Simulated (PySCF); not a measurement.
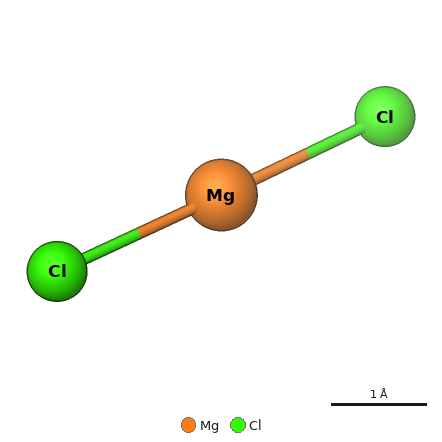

Atoms fade into the background with distance from the viewer. The geometry was computed by an optimisation with PBE0-D3(BJ)/def2-SVP. No frequency run is at hand to confirm it as a minimum. Masses are those of the most abundant isotopes; constants are for the rigid equilibrium geometry.

**Classify the rotor and give the rotational constants (cm⁻¹).**

A linear rotor (D∞h) with B = 0.0501 cm⁻¹.
